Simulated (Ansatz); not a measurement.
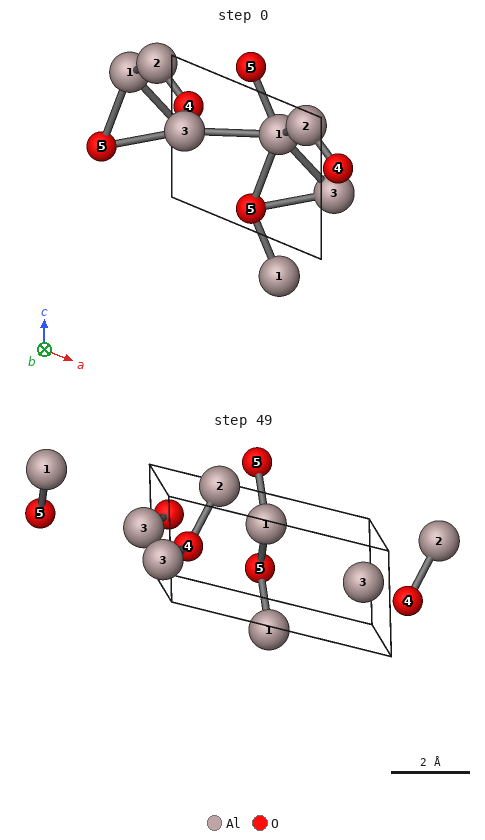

The structure of crystalline Al$_{3}$O$_{2}$ (built on the random type) (coarse preliminary run) before (top) and after (bottom) a relaxation, at one scale.

The picture is a ball-and-stick view of the cell of the calculation, seen along the b axis.

Case: random cell without symmetry.

All numbers below come from DFT PBE, scalar-relativistic, plane waves, PAW in Ansatz 0.2.0. Set-up: plane-wave cutoff 420 eV; k-point mesh 4 × 4 × 6; occupations gaussian; smearing width 0.1 eV; no spin polarisation; cell and atoms relaxed; force threshold 0.04 eV/Å; at most 70 steps.

**What changed between the two?**

The atom that moves furthest relative to the cell is Al2 (2.14 Å roughly along [2 0 1]). By element the largest moves are Al 2.14 Å, O 1.33 Å. The volume changes by +1.0 %, with a 4.242 → 5.868 Å (+38.3 %), b 4.919 → 4.533 Å (−7.8 %), c 3.904 → 2.799 Å (−28.3 %), α 109.7° → 90.9°, β 114.0° → 104.9°, γ 81.6° → 99.8°. Near-neighbour distances that change, for instance: Al1–Al2 2.130 → 5.187 Å, Al2–O5 3.657 → 1.861 Å, Al2–O4 3.046 → 1.838 Å, Al3–O5 2.203 → 3.238 Å. New bonds form: Al2–O4 (3.05 → 1.84 Å), Al2–O5 (3.66 → 1.86 Å). Bonds break: Al1–Al2 (2.13 → 5.19 Å), Al3–O5 (2.20 → 3.24 Å). Bond angles that change, for instance: Al1–O5–Al1 137.3° → 99.9°, O5–Al1–O5 137.3° → 99.9°, Al2–O4–Al3 108.9° → 125.3°. The space group stays P1 (No. 1). After 40 accepted moves (49 points after the start) the energy has fallen by 8.739 eV per cell of the calculation. The largest force component goes from 17 to 0.0058 eV/Å. Pressure: 36.35 GPa at the start and 0.07 GPa at the end. The line search rejected the trial steps at points 15, 20, 31, 33, 41 of the run. At 4 points the geometry stayed and the basis and grid were re-selected for the new cell (energy shift of 0.263 eV per cell of the calculation at most each time).

Limits of the set-up: the k-point mesh is coarse for a cell with partly filled bands.
